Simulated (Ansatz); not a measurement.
**BF (SMILES [B]F) at 6 levels**

Aim: a comparison of 6 runs (CAM-B3LYP/STO-3G, PBE/STO-3G, SVWN5/STO-3G, r2SCAN0/STO-3G, revPBE/STO-3G, CCSD(T)/STO-3G) of BF. 

The results are computed with Ansatz 0.2.0.

39 further runs of the same task are left out: 1 that didn't finish, 38 set aside as unsound or not needed.

### 1 The system as given

BF has 2 atoms, charge 0, and is taken as a singlet. As SMILES, `[B]F`. The F2–B1 distance was set to 3.111 Å, away from the relaxed value.

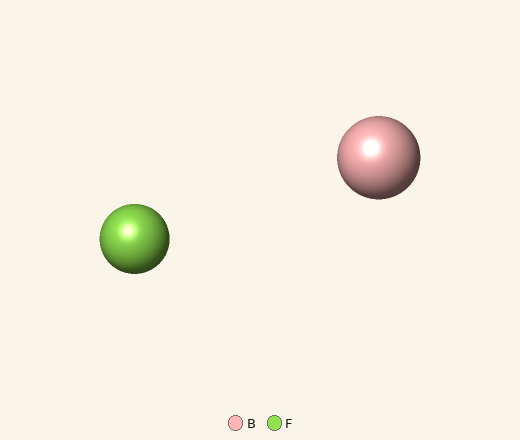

The structure, seen from a chosen angle (boron pink, fluorine green).

### 2 A single-point energy at CAM-B3LYP/STO-3G (run 1)

molecule.yaml reads:

```yaml
crystal:
  periodic: [false, false, false]
  atoms:
    - {symbol: B, position_ang: [0.000000, 0.000000, -1.866610]}
    - {symbol: F, position_ang: [0.000000, 0.000000, 1.244390]}
basis:
  gaussian: {orbitals: STO-3G}
hamiltonian: {xc: {name: CAM-B3LYP}}
accuracy: high
```

The run is started by

```sh
$ ansatz run molecule.yaml --threads 1 --pin off --max-ram 2610MiB --events-out events.jsonl --progress --plain --runs-dir runs
```

Log:

```text
Warning: RAYON_NUM_THREADS=1 ignored (pool sized by the plan → 1); use --threads N
Functional definition: CAM-B3LYP
  name "CAM-B3LYP"
  parameter alpha = 0.19
  parameter beta = 0.46
  parameter omega = 0.33/bohr
  parameter ac = 0.81
  exchange = (1 - alpha - beta)*b88_x + beta*b88_x_sr(omega) + alpha*exact_x + beta*exact_x_lr(omega)
  correlation = (1 - ac)*vwn5_c + ac*lyp_c
142 factors; integrals over basis functions are off by at most 2.4e-9 eV
101 factors; integrals over basis functions are off by at most 1.1e-9 eV
mean field evaluation 1: about -3322.7540 eV, gradient 6.2e0 eV
mean field evaluation 2: about -2950.2228 eV, gradient 2.5e1 eV
mean field evaluation 4: about -2950.1034 eV, gradient 2.2e1 eV
mean field evaluation 8: about -3322.8058 eV, gradient 6.9e0 eV
mean field evaluation 16: about -3330.9884 eV, gradient 2.3e-5 eV
mean field evaluation 32: about -3323.9500 eV, gradient 4.1e1 eV
mean field -3330.98843941 eV, -122.4115673232 hartree, gradient 8.0e-9 eV, S^2 0.000000; 2 other end points of the search recorded, 0 dependent functions left out
reference -3330.98844875 eV, -122.4115676665 hartree; 7, 7 occupied and 3, 3 virtual orbitals, 142 factors
Total energy: -3330.98844875 eV, -122.4115676665 hartree
```

Wall time 0.79 s (1 thread of Arm Neoverse N1, shared host).

### 3 The energy at PBE/STO-3G (run 2)

Edit molecule.yaml of step 2 so:

```diff
@@ -6,4 +6,6 @@
 basis:
-  gaussian: {orbitals: STO-3G}
-hamiltonian: {xc: {name: CAM-B3LYP}}
+  gaussian:
+    orbitals: STO-3G
+hamiltonian:
+  xc: pbe
 accuracy: high
```

The run is started by

```sh
$ ansatz run molecule.yaml --threads 1 --pin off --max-ram 2610MiB --events-out events.jsonl --progress --plain --runs-dir runs
```

Log:

```text
Warning: RAYON_NUM_THREADS=1 ignored (pool sized by the plan → 1); use --threads N
Functional definition: PBE
  name "PBE"
  parameter kappa = 0.804
  parameter beta = 0.06672455060314922
  exchange = pbe_x(kappa = kappa, mu = beta*pi^2/3)
  correlation = pbe_c(beta = beta)
142 factors; integrals over basis functions are off by at most 2.4e-9 eV
mean field evaluation 1: about -3320.2161 eV, gradient 9.9e0 eV
mean field evaluation 2: about -2947.2912 eV, gradient 1.7e1 eV
mean field evaluation 4: about -3319.1720 eV, gradient 8.8e0 eV
mean field evaluation 8: about -3330.4290 eV, gradient 2.6e0 eV
mean field evaluation 16: about -3330.4596 eV, gradient 2.2e-8 eV
mean field evaluation 32: about -3220.2545 eV, gradient 1.9e2 eV
mean field evaluation 64: about -3308.8595 eV, gradient 7.9e1 eV
mean field evaluation 96: about -3330.3002 eV, gradient 2.2e0 eV
mean field -3330.45958197 eV, -122.3921321708 hartree, gradient 2.2e-8 eV, S^2 0.000000; 4 other end points of the search recorded, 0 dependent functions left out
reference -3330.45958330 eV, -122.3921322197 hartree; 7, 7 occupied and 3, 3 virtual orbitals, 142 factors
Total energy: -3330.45958330 eV, -122.3921322197 hartree
```

It took 1.4 s on 1 thread of Arm Neoverse N1, shared host.

Runs 3 to 5 aren't shown in full; the table further down has their settings and results.

### 4 The energy at CCSD(T)/STO-3G (run 6)

input.yaml reads:

```yaml
crystal:
  periodic: [false, false, false]
  atoms:
    - symbol: B
      position_ang: [0.000000, 0.000000, -1.866610]
    - symbol: F
      position_ang: [0.000000, 0.000000, 1.244390]
basis:
  gaussian: {orbitals: STO-3G}
correlation: {method: ccsd_t, frozen_orbitals: {B: 1, F: 1}}
accuracy: high
scf: {omitted_lower_state_checks: [cluster_reference, increment]}
```

The run is started by

```sh
$ ansatz run input.yaml --threads 1 --pin off --max-ram 2610MiB --events-out events.jsonl --progress --plain --runs-dir runs
```

Log:

```text
Warning: RAYON_NUM_THREADS=1 ignored (pool sized by the plan → 1); use --threads N
[... 13 lines left out ...]
2 core orbitals not correlated: weight in the atoms' cores, before any rotation towards them, 1.000 or more for the frozen orbitals, at most 0.000 for the correlated occupied ones
[... 32 lines left out ...]
WARN: these amplitudes may be one of several solutions (largest doubles amplitude 0.96, level shift 16.31 eV)
Total energy: -3324.61623313 eV, -122.1773930617 hartree
Checks for a lower state left out: cluster_reference, increment
```

Run time: 0.18 s. Hardware: 1 thread of Arm Neoverse N1, shared host.

### 5 The series

| run | level | frozen core orbitals | energy (Eh) | wall time |
| --- | --- | --- | --- | --- |
| 1 | CAM-B3LYP/STO-3G | – | -122.411568 | 0.79 s |
| 2 | PBE/STO-3G | – | -122.392132 | 1.4 s |
| 3 | SVWN5/STO-3G | – | -121.567400 | 0.66 s |
| 4 | r2SCAN0/STO-3G | – | -122.429284 | 1.7 s |
| 5 | revPBE/STO-3G | – | -122.507930 | 1.6 s |
| 6 | CCSD(T)/STO-3G | 2 | -122.177393 | 0.18 s |

### 6 Outcome

| quantity | value |
| --- | --- |
| run 6: total energy | -122.17739 Eh |
| run 6: correlation energy (2 core orbitals frozen) | -279.1 mEh |
| run 6: (T) correction | 0.08 mEh |
| run 6: T1 diagnostic | 0.095 |

**Reading.** Totals of different functionals can't be ranked against each other. In run 6 the T1 diagnostic is large, so a single reference may not serve. In run 6 the log says that unrestricted orbitals would lower the reference, so the values rest on an unstable closed-shell determinant (other closed-shell runs at this shape may share the fault). In runs 1, 2, 3, 4, 5, 6 the basis is minimal, so the values are rough. All runs together took 6.4 s, the longest 1.7 s.
